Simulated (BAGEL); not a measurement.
# A workflow on GeSiH6 (SMILES [SiH3][GeH3])

We compute the energy (HF/def2-SVP), then the energy (NEVPT2(2,2)/def2-SVP), then the energy (CASPT2(2,2)/def2-SVP) of GeSiH6. 

The calculation is run with BAGEL 1.2.2.

2 further runs of the same task are left out: 2 set aside as unsound or not needed.

### Step 1. Starting point

The species is GeSiH6 (8 atoms), meant as a singlet with charge 0. As SMILES, `[SiH3][GeH3]`. The Si1–Ge2 distance was set to 3.210 Å, away from the relaxed value.

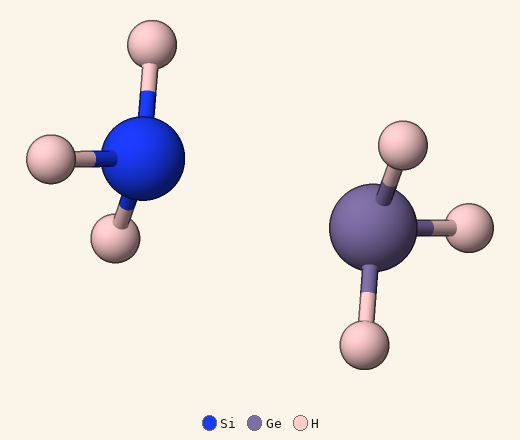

Viewed from a chosen angle; silicon blue, germanium purple, hydrogen pink.

### Step 2. The energy at HF/def2-SVP (density fitting with svp-jkfit) (run 1)

File input.json:

```json
{ "bagel": [

{
  "title": "molecule",
  "basis": "svp",
  "df_basis": "svp-jkfit",
  "angstrom": "true",
  "geometry": [
    { "atom": "Si", "xyz": [   -0.882960,    0.659620,   -1.705897 ] },
    { "atom": "Ge", "xyz": [    0.529700,   -0.393800,    0.977400 ] },
    { "atom": "H", "xyz": [   -2.261160,    1.130320,   -1.406597 ] },
    { "atom": "H", "xyz": [   -0.957060,   -0.435280,   -2.708997 ] },
    { "atom": "H", "xyz": [   -0.105460,    1.787620,   -2.283097 ] },
    { "atom": "H", "xyz": [    0.619100,    0.733600,    2.019400 ] },
    { "atom": "H", "xyz": [    1.954300,   -0.890500,    0.679100 ] },
    { "atom": "H", "xyz": [   -0.269300,   -1.556200,    1.590100 ] }
  ]
},
{
  "title": "hf"
},
{
  "title": "print",
  "file": "orbitals.molden",
  "orbitals": "true"
}

]}
```

Started as:

```bash
$ BAGEL_NUM_THREADS=1 BAGEL input.json > input.out
```

Log:

```text
* using 1 threads per process

  ===============================================================
  ===============================================================

  *** Geometry ***

  { "atom" : "Si", "xyz" : [     -1.668553,      1.246501,     -3.223678 ] },
  { "atom" : "Ge", "xyz" : [      1.000988,     -0.744174,      1.847018 ] },
  { "atom" : "H", "xyz" : [     -4.272973,      2.135995,     -2.658083 ] },
  { "atom" : "H", "xyz" : [     -1.808581,     -0.822560,     -5.119262 ] },
  { "atom" : "H", "xyz" : [     -0.199291,      3.378112,     -4.314428 ] },
  { "atom" : "H", "xyz" : [      1.169929,      1.386303,      3.816113 ] },
  { "atom" : "H", "xyz" : [      3.693092,     -1.682801,      1.283313 ] },
  { "atom" : "H", "xyz" : [     -0.508903,     -2.940792,      3.004854 ] },

  Number of auxiliary basis functions:      502

  Since a DF basis is specified, we compute 2- and 3-index integrals:
    o Being stored without compression. Storage requirement is 0.026 GB

  Number of basis functions:       80
  Number of electrons      :       52

    * METHOD: MOLECULE                             0.24

  *** RHF ***

  === Nuclear Repulsion ===
   142.4558647229

      * DIIS with orbital gradients will be used.

  === RHF iteration (svp) ===
      0      -2367.32402337          0.00687397           0.07
      1      -2367.36353930          0.00196399           0.07
      2      -2367.36718914          0.00040240           0.07
      3      -2367.36732554          0.00005799           0.07
      4      -2367.36733023          0.00001642           0.07
      5      -2367.36733044          0.00000532           0.07
      6      -2367.36733046          0.00000110           0.07
      7      -2367.36733046          0.00000026           0.07
      8      -2367.36733046          0.00000007           0.07
      9      -2367.36733046          0.00000001           0.07
     10      -2367.36733046          0.00000000           0.07
    * SCF iteration converged.

    * Permanent dipole moment:
           (    0.014097,    -0.010331,     0.026760) a.u.

    * METHOD: HF                                   0.97

    * METHOD: PRINT                                0.02

  ===============================================================
```

It took 1.4 s on 1 thread of Arm Neoverse V1, shared host; peak memory 0.15 GiB.

### Step 3. A single-point energy at NEVPT2(2,2)/def2-SVP (density fitting with svp-jkfit) (run 2)

File input.json:

```json
{ "bagel" : [

{
  "title" : "molecule",
  "basis" : "svp",
  "df_basis" : "svp-jkfit",
  "angstrom" : true,
  "geometry" : [
    { "atom" : "Si", "xyz" : [      -0.882960,       0.659620,      -1.705897 ] },
    { "atom" : "Ge", "xyz" : [       0.529700,      -0.393800,       0.977400 ] },
    { "atom" : "H", "xyz" : [      -2.261160,       1.130320,      -1.406597 ] },
    { "atom" : "H", "xyz" : [      -0.957060,      -0.435280,      -2.708997 ] },
    { "atom" : "H", "xyz" : [      -0.105460,       1.787620,      -2.283097 ] },
    { "atom" : "H", "xyz" : [       0.619100,       0.733600,       2.019400 ] },
    { "atom" : "H", "xyz" : [       1.954300,      -0.890500,       0.679100 ] },
    { "atom" : "H", "xyz" : [      -0.269300,      -1.556200,       1.590100 ] }
  ]
},

{ "title" : "hf" },

{ "title" : "casscf", "nstate" : 1, "nact" : 2, "nclosed" : 25, "active" : [26, 27], "maxiter" : 200, "natocc" : true },

{ "title" : "nevpt2", "nstate" : 1, "nact" : 2, "nclosed" : 25, "active" : [26, 27], "maxiter" : 200, "natocc" : true, "ncore" : 14 },

{ "title" : "print", "file" : "orbitals.molden", "orbitals" : true }

]}
```

Started as:

```bash
$ BAGEL_NUM_THREADS=1 BAGEL input.json > input.out
```

Log:

```text
* using 1 threads per process

  ===============================================================
  ===============================================================

  *** Geometry ***

  { "atom" : "Si", "xyz" : [     -1.668553,      1.246501,     -3.223678 ] },
  { "atom" : "Ge", "xyz" : [      1.000988,     -0.744174,      1.847018 ] },
  { "atom" : "H", "xyz" : [     -4.272973,      2.135995,     -2.658083 ] },
  { "atom" : "H", "xyz" : [     -1.808581,     -0.822560,     -5.119262 ] },
  { "atom" : "H", "xyz" : [     -0.199291,      3.378112,     -4.314428 ] },
  { "atom" : "H", "xyz" : [      1.169929,      1.386303,      3.816113 ] },
  { "atom" : "H", "xyz" : [      3.693092,     -1.682801,      1.283313 ] },
  { "atom" : "H", "xyz" : [     -0.508903,     -2.940792,      3.004854 ] },

  Number of auxiliary basis functions:      502

  Since a DF basis is specified, we compute 2- and 3-index integrals:
    o Being stored without compression. Storage requirement is 0.026 GB

  Number of basis functions:       80
  Number of electrons      :       52

    * METHOD: MOLECULE                             0.24

  *** RHF ***

  === Nuclear Repulsion ===
   142.4558647229

      * DIIS with orbital gradients will be used.

  === RHF iteration (svp) ===
      0      -2367.32402337          0.00687397           0.07
      1      -2367.36353930          0.00196399           0.07
      2      -2367.36718914          0.00040240           0.07
      3      -2367.36732554          0.00005799           0.07
      4      -2367.36733023          0.00001642           0.07
      5      -2367.36733044          0.00000532           0.07
      6      -2367.36733046          0.00000110           0.07
      7      -2367.36733046          0.00000026           0.07
      8      -2367.36733046          0.00000007           0.07
      9      -2367.36733046          0.00000001           0.07
     10      -2367.36733046          0.00000000           0.07
    * SCF iteration converged.

    * Permanent dipole moment:
           (    0.014097,    -0.010331,     0.026760) a.u.

    * METHOD: HF                                   0.97

  ---------------------------
      CASSCF calculation
  ---------------------------

    ==== Active orbitals : =====
         Orbital 26
         Orbital 27
    ============================

    * nstate   :      1
    * nclosed  :     25
    * nact     :      2
    * nvirt    :     53
  === CASSCF iteration (svp) ===

    * Using the second-order algorithm

      0  0     -2367.38010849     1.34e-03      0.02

      1  0     -2367.38917785     4.03e-04      0.34

      2  0     -2367.38975498     1.13e-04      0.30

      3  0     -2367.38977393     1.96e-05      0.31

      4  0     -2367.38977432     2.91e-06      0.32

      5  0     -2367.38977433     4.77e-07      0.33

      6  0     -2367.38977433     9.37e-08      0.32

      7  0     -2367.38977433     2.10e-08      0.28

      8  0     -2367.38977433     4.97e-09      0.26

    * Second-order optimization converged. *

     guess   0:   closed 1.                   open ..

  === FCI iteration ===

      0  0     -2367.36643621     5.08e-02      0.00
      1  0     -2367.38975744     1.17e-03      0.00
      2  0 *   -2367.38977433     4.56e-16      0.00

     * ci vector, state   0, <S^2> = 0.0000
       2.     0.9745639368
       .2    -0.2241096452

    * METHOD: CASSCF                               2.64

    * freezing 14 orbitals

  === DF-NEVPT2 calculation ===

    * 3-index integral transformation done
    * assembly done

      NEVPT2 correlation energy:   -0.3267539367      0.13

          (+0)     -0.2778080606
          (+0)'    -0.0100203904
          (+1)     -0.0086265585
          (+1)'    -0.0000000000
          (+2)     -0.0004671287
          (-1)     -0.0263579534
          (-1)'     0.0000000000
          (-2)     -0.0034738452

      NEVPT2 total energy:       -2367.7165282631

    * METHOD: NEVPT2                               0.25

    * METHOD: PRINT                                0.02

  ===============================================================
```

It took 4.5 s on 1 thread of Arm Neoverse V1, shared host; peak memory 0.15 GiB.

### Step 4. A single-point energy at CASPT2(2,2)/def2-SVP (density fitting with svp-jkfit) (run 3)

File input.json:

```json
{ "bagel" : [

{
  "title" : "molecule",
  "basis" : "svp",
  "df_basis" : "svp-jkfit",
  "angstrom" : "true",
  "geometry" : [
    { "atom" : "Si", "xyz" : [   -0.882960,    0.659620,   -1.705897 ] },
    { "atom" : "Ge", "xyz" : [    0.529700,   -0.393800,    0.977400 ] },
    { "atom" : "H", "xyz" : [   -2.261160,    1.130320,   -1.406597 ] },
    { "atom" : "H", "xyz" : [   -0.957060,   -0.435280,   -2.708997 ] },
    { "atom" : "H", "xyz" : [   -0.105460,    1.787620,   -2.283097 ] },
    { "atom" : "H", "xyz" : [    0.619100,    0.733600,    2.019400 ] },
    { "atom" : "H", "xyz" : [    1.954300,   -0.890500,    0.679100 ] },
    { "atom" : "H", "xyz" : [   -0.269300,   -1.556200,    1.590100 ] }
  ]
},
{ "title" : "hf" },
{ "title" : "casscf", "nstate" : 1, "nact" : 2, "nclosed" : 25, "nspin" : 0, "active" : [26, 27], "maxiter" : 200, "natocc" : "true" },
{ "title" : "print", "file" : "orbitals.molden", "orbitals" : "true" },
{ "title" : "smith", "method" : "caspt2", "ms" : "true", "xms" : "true", "sssr" : "true", "shift" : 0.2, "shift_imag" : "true", "ncore" : 14 }

]}
```

Started as:

```bash
$ BAGEL_NUM_THREADS=1 BAGEL input.json > input.out
```

Log:

```text
* using 1 threads per process

  ===============================================================
  ===============================================================

  *** Geometry ***

  { "atom" : "Si", "xyz" : [     -1.668553,      1.246501,     -3.223678 ] },
  { "atom" : "Ge", "xyz" : [      1.000988,     -0.744174,      1.847018 ] },
  { "atom" : "H", "xyz" : [     -4.272973,      2.135995,     -2.658083 ] },
[... 4 lines of this table left out ...]
  { "atom" : "H", "xyz" : [     -0.508903,     -2.940792,      3.004854 ] },

  Number of auxiliary basis functions:      502

  Since a DF basis is specified, we compute 2- and 3-index integrals:
    o Being stored without compression. Storage requirement is 0.026 GB

  Number of basis functions:       80
  Number of electrons      :       52

    * METHOD: MOLECULE                             0.23

  *** RHF ***

  === Nuclear Repulsion ===
   142.4558647229

      * DIIS with orbital gradients will be used.

[... 6 lines left out ...]
    * SCF iteration converged.
[... 1 line left out ...]
    * Permanent dipole moment:
[... 27 lines left out ...]
    * Second-order optimization converged. *
[... 9 lines left out ...]
     * ci vector, state   0, <S^2> = 0.0000
[... 16 lines left out ...]
    * Zeroth order energy : state  0       -0.6204971990

    * CASPT2 iteration is performed using orthogonal basis

      -------------------------------------------  CASPT2 iteration  ---------------------------------------------------
       #      aibj      arbs      arbi      airj      risj      airs      arst      rist         Etot      error   time
      ------------------------------------------------------------------------------------------------------------------

       0  -0.27704  -0.00442  -0.02705  -0.00903  -0.00063  -0.00884  -0.00000  -0.00000   -0.3270177  0.0008873   0.07
       1  -0.27712  -0.00446  -0.02712  -0.00910  -0.00065  -0.00896  -0.00000  -0.00000   -0.3274242  0.0001238   0.06
       2  -0.27713  -0.00446  -0.02712  -0.00911  -0.00065  -0.00896  -0.00000  -0.00000   -0.3274325  0.0000220   0.06
       3  -0.27713  -0.00446  -0.02712  -0.00911  -0.00066  -0.00896  -0.00000  -0.00000   -0.3274328  0.0000036   0.06
       4  -0.27713  -0.00446  -0.02712  -0.00911  -0.00066  -0.00896  -0.00000  -0.00000   -0.3274328  0.0000004   0.06

      ------------------------------------------------------------------------------------------------------------------

    * CASPT2 energy : state  0    -2367.7191734815
        w/o shift correction      -2367.7172070873
        reference weight              0.9033531179

    * METHOD: SMITH                                0.52

  ===============================================================
```

Wall time 4.5 s (1 thread of Arm Neoverse V1, shared host); peak memory 0.15 GiB.

### Step 5. Outcome

| quantity | value |
| --- | --- |
| run 1, HF/def2-SVP: total energy | -2367.36733 Eh |
| run 1, HF/def2-SVP: dipole moment | 0.08 D |
| run 1, HF/def2-SVP: HOMO energy | -8.85 eV |
| run 1, HF/def2-SVP: LUMO energy | 1.32 eV |
| run 1, HF/def2-SVP: HOMO–LUMO gap | 10.18 eV |
| run 2, NEVPT2(2,2)/def2-SVP: total energy | -2367.71653 Eh |
| run 3, CASPT2(2,2)/def2-SVP: total energy | -2367.71917 Eh |
